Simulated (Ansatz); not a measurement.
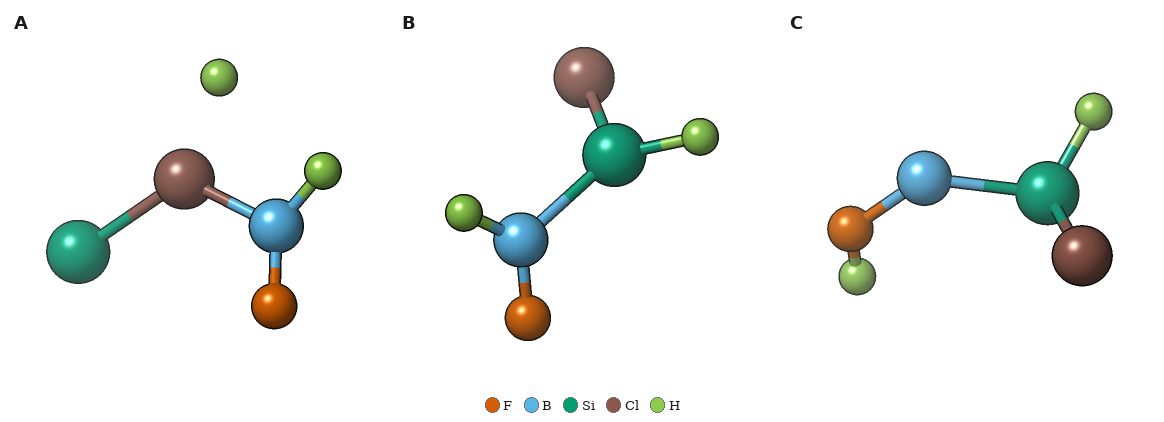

3 stationary structures of one formula. The species has charge +1 and is a spin singlet. Geometries: PBE-D4/def2-SVP. Electronic energies: PBE-D4/def2-SVP (Ansatz 0.2.0), without zero-point energy. No frequency run is at hand to confirm each as a minimum.

Which is lowest in energy, and by how much?

B is lowest (C1); C lies 416.8 kJ/mol above it (C1), A lies 434.9 kJ/mol above it.
